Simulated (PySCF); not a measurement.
# C2H6FNOSi (SMILES C=C[Si](N)(O)F): levels of theory compared

Wanted: a comparison of 4 runs (HF/STO-3G, HF/def2-SVP, PBE0/3-21G, PBE0/def2-SVP) of C2H6FNOSi. The job is set up through a Python script.

The results are computed with PySCF 2.14.0.

## Step 1: The molecule

C2H6FNOSi: 12 atoms, total charge 0, spin state singlet. SMILES: `C=C[Si](N)(O)F`. The coordinates come from a PBE0-D4/def2-TZVP relaxation. This is one conformer, not always the lowest.

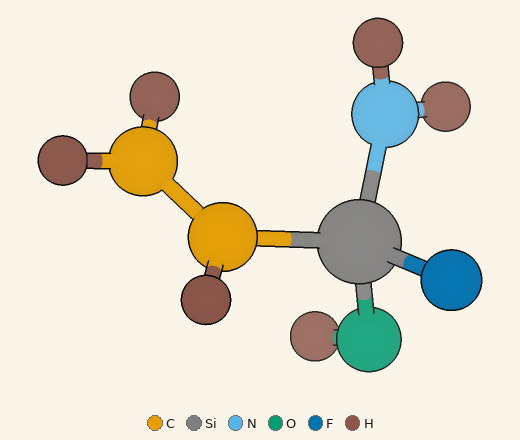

Viewed from a chosen angle; carbon amber, silicon grey, nitrogen blue, oxygen teal, fluorine blue, hydrogen brown.

## Step 2: Energy and forces at HF/STO-3G (run 1)

Input file input.xyz:

```xyz
12
C2H6FNOSi
C     -0.233200     1.783400    -0.671000
C     -0.713500     1.005800     0.296800
Si    -0.131200    -0.721300     0.596100
N      1.406100    -0.924200    -0.100100
O     -1.132100    -1.888600     0.038000
F     -0.166900    -0.955100     2.174100
H     -0.596500     2.793900    -0.837000
H      0.547700     1.436800    -1.342200
H     -1.499300     1.406400     0.935400
H      1.776100    -1.851900    -0.233000
H      2.141700    -0.259700     0.077600
H     -1.321800    -1.880700    -0.900800
```

Input file input.py:

```python
import pyscf.grad
from pyscf import gto

molecule = gto.M(
    atom='input.xyz',
    basis='sto-3g',
    max_memory=1860,
    charge=0,
    verbose=4,
    spin=0,
)

mf = molecule.RHF()
mf.conv_tol = 1e-10
mf.kernel()
if not mf.converged:
    mf = mf.newton().run(mf.mo_coeff, mf.mo_occ)

e_final = mf.e_tot
print('E = %.10f Eh' % e_final)
grad = mf.Gradients().kernel()
dip = mf.dip_moment()
pop, q = mf.mulliken_pop()
```

Started as:

```bash
$ OMP_NUM_THREADS=1 python input.py
```

The log of the run:

```text
PySCF version 2.14.0

[... 68 lines left out ...]
converged SCF energy = -589.550575348371
[... 12 lines left out ...]
Dipole moment(X, Y, Z, Debye):  0.97624,  0.75708, -1.44183
[... 53 lines left out ...]
charge of   11H =      0.17785
```

Wall time 6.3 s (1 thread of Intel Xeon at 2.50GHz (Skylake/Cascade Lake), shared host); peak memory 0.12 GiB.

## Step 3: Energy and gradient at HF/def2-SVP (run 2)

input.xyz: that of step 2 with these lines changed.

```diff
@@ -1,3 +1,3 @@
 12
-C2H6FNOSi
+
 C     -0.233200     1.783400    -0.671000
```

Input file job.py:

```python
# C=C[Si](N)(O)F
import pyscf.grad
from pyscf import gto

system = gto.Mole()
system.atom = 'input.xyz'
system.basis = 'def2-svp'
system.max_memory = 1860
system.verbose = 4
system.build()

hf = system.RHF()
hf.conv_tol = 1e-10
hf.kernel()
if not hf.converged:
    hf = hf.newton().run(hf.mo_coeff, hf.mo_occ)

e_final = hf.e_tot
print('E = %.10f Eh' % e_final)
grad = hf.Gradients().kernel()
hf.analyze()
```

Started as:

```bash
$ OMP_NUM_THREADS=1 python job.py
```

The log of the run:

```text
PySCF version 2.14.0

[... 97 lines left out ...]
MO #8   energy= -4.28736049260987  occ= 2
[... 21 lines left out ...]
MO #30  energy= 0.166043409889925  occ= 0
[... 21 lines left out ...]
MO #52  energy= 0.848474056807208  occ= 0
[... 21 lines left out ...]
MO #74  energy= 1.59451750840495   occ= 0
[... 21 lines left out ...]
MO #96  energy= 2.62680537960718   occ= 0
[... 21 lines left out ...]
MO #118 energy= 4.12234978662152   occ= 0
[... 133 lines left out ...]
Dipole moment(X, Y, Z, Debye):  1.45148,  1.16272, -2.86948
```

Wall time 43 s (1 thread of Intel Xeon at 2.50GHz (Skylake/Cascade Lake), shared host); peak memory 0.3 GiB.

Run 3 isn't shown in full; the table further down has it.

## Step 4: Energy and gradient at PBE0/def2-SVP (run 4)

Input file input.py:

```python
import pyscf.grad
from pyscf import gto, dft

molecule = gto.M(
    atom=[
    ('C', (-0.233200, 1.783400, -0.671000)),
    ('C', (-0.713500, 1.005800, 0.296800)),
    ('Si', (-0.131200, -0.721300, 0.596100)),
    ('N', (1.406100, -0.924200, -0.100100)),
    ('O', (-1.132100, -1.888600, 0.038000)),
    ('F', (-0.166900, -0.955100, 2.174100)),
    ('H', (-0.596500, 2.793900, -0.837000)),
    ('H', (0.547700, 1.436800, -1.342200)),
    ('H', (-1.499300, 1.406400, 0.935400)),
    ('H', (1.776100, -1.851900, -0.233000)),
    ('H', (2.141700, -0.259700, 0.077600)),
    ('H', (-1.321800, -1.880700, -0.900800)),
],
    basis='def2-svp',
    spin=0,
    charge=0,
    verbose=3,
    max_memory=1860,
)

ks = dft.RKS(molecule, xc='pbe0')
ks.grids.level = 5
ks.conv_tol = 1e-10
ks.kernel()
if not ks.converged:
    ks = ks.newton().run(ks.mo_coeff, ks.mo_occ)

etot = ks.e_tot
print(f'total energy: {etot:.8f} hartree')
grad = ks.Gradients().kernel()
dip = ks.dip_moment()
pop, q = ks.mulliken_pop()
```

Started as:

```bash
$ OMP_NUM_THREADS=1 python input.py
```

The log of the run:

```text
converged SCF energy = -598.475586496175
total energy: -598.47558650 hartree
[... 8 lines left out ...]
Dipole moment(X, Y, Z, Debye):  1.35454,  0.85870, -2.59247
[... 131 lines left out ...]
charge of   11H =      0.19474
```

Wall time 2.5 min (1 thread of Intel Xeon at 2.50GHz (Skylake/Cascade Lake), shared host); peak memory 1.2 GiB.

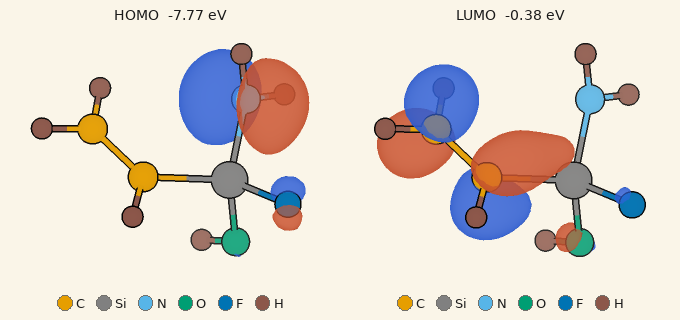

Frontier orbitals of this run, surfaces at ±0.2 Å^-3/2.

## Step 5: The series

| run | level | integration grid | energy (Eh) | dipole moment (D) | HOMO energy (eV) | LUMO energy (eV) | wall time |
| --- | --- | --- | --- | --- | --- | --- | --- |
| 1 | HF/STO-3G | – | -589.550575 | 1.90 | -8.82 | 8.14 | 6.3 s |
| 2 | HF/def2-SVP | – | -596.719347 | 3.42 | -10.64 | 3.52 | 43 s |
| 3 | PBE0/3-21G | 5 | -595.565207 | 3.56 | -7.42 | -0.13 | 53 s |
| 4 | PBE0/def2-SVP | 5 | -598.475586 | 3.05 | -7.77 | -0.38 | 2.5 min |

## Step 6: What came out

| quantity | value |
| --- | --- |
| run 4: total energy | -598.47559 Eh |
| run 4: dipole moment | 3.05 D |
| run 4: HOMO energy | -7.77 eV |
| run 4: LUMO energy | -0.38 eV |
| run 4: HOMO–LUMO gap | 7.39 eV |
| run 4: largest force on an atom | 1.060 eV/Å |

In words: The dipole moment (its size) runs from 1.90 D (HF/STO-3G) to 3.56 D (PBE0/3-21G). The two ends differ in method and basis. The HOMO–LUMO gap runs from 7.29 eV (PBE0/3-21G) to 16.96 eV (HF/STO-3G). In run 1 the basis is minimal, so the values are rough. All runs together took 4.2 min, the longest 2.5 min.
